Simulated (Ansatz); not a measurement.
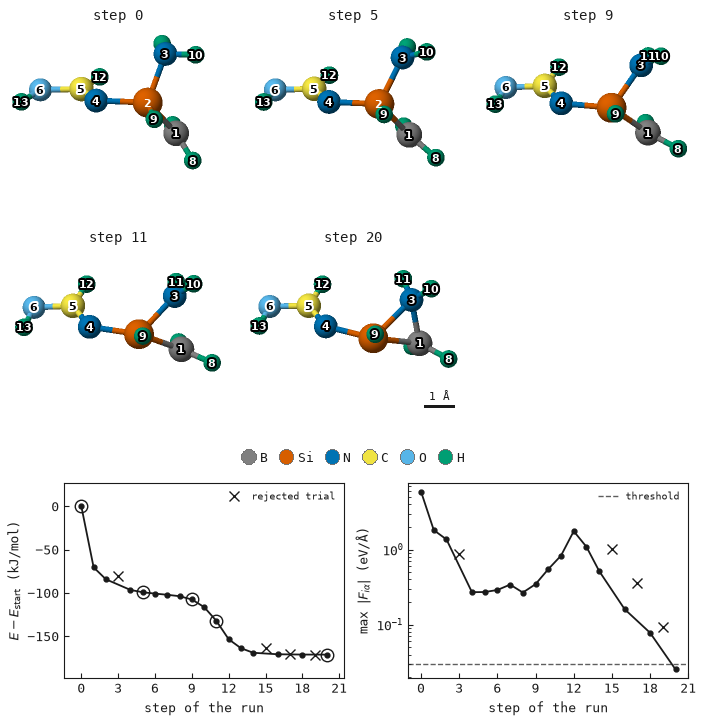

Frames of a relaxation of CH$_{7}$BN$_{2}$OSi (coarse preliminary run), marked on the history of the run. A ball-and-stick model, seen at a tilt.

The start comes from a force field.

Level of theory: RKS PBE-D4/def2-SVP (Ansatz). (force threshold 0.03 eV/Å; at most 200 steps)

### Describe the path.

The largest move after the best rigid fit is that of an H atom, 1.11 Å. By element the largest moves are H 1.11 Å, N 1.05 Å, Si 0.57 Å, B 0.51 Å, C 0.34 Å, O 0.28 Å. Among the contacts that change: B–N 2.996 → 1.611 Å, N–Si 1.768 → 1.945 Å, B–H 1.131 → 1.218 Å, C–O 1.412 → 1.349 Å. Bond angles that change, for instance: B–Si–N 108.1° → 48.4°, C–O–H 123.3° → 105.4°, B–Si–H 109.5° → 124.8°. After 16 accepted moves (20 points after the start) the energy has fallen by 171.1 kJ/mol. The largest force component goes from 5.9 to 0.025 eV/Å. The line search rejected the trial steps at points 3, 15, 17, 19 of the run. The run took 40 s on 4 threads of Arm Neoverse V1 (shared host). From step 0 to 5: an H atom moves most (0.38 Å), energy −99.1 kJ/mol. From step 5 to 9: an H atom moves most (0.44 Å), energy −8.34 kJ/mol. From step 9 to 11: N and H atoms move most (0.36 Å), energy −24.8 kJ/mol. From step 11 to 20: an H atom moves most (0.32 Å), energy −38.9 kJ/mol.

| step | E − E(0), kJ/mol | largest force component, eV/Å | note |
| --- | --- | --- | --- |
| 0 | 0.00 | 5.9166 |  |
| 1 | -70.31 | 1.8172 |  |
| 2 | -84.09 | 1.3658 |  |
| 3 | -80.66 | 0.8744 | rejected |
| 4 | -96.39 | 0.2708 |  |
| 5 | -99.06 | 0.2720 |  |
| 6 | -100.61 | 0.2896 |  |
| 7 | -101.96 | 0.3416 |  |
| 8 | -103.61 | 0.2679 |  |
| 9 | -107.40 | 0.3464 |  |
| 10 | -116.13 | 0.5488 |  |
| 11 | -132.15 | 0.8306 |  |
| 12 | -153.32 | 1.7589 |  |
| 13 | -163.64 | 1.0882 |  |
| 14 | -168.91 | 0.5172 |  |
| 15 | -163.55 | 1.0151 | rejected |
| 16 | -170.65 | 0.1607 |  |
| 17 | -170.63 | 0.3643 | rejected |
| 18 | -170.98 | 0.0779 |  |
| 19 | -170.92 | 0.0942 | rejected |
| 20 | -171.05 | 0.0253 |  |
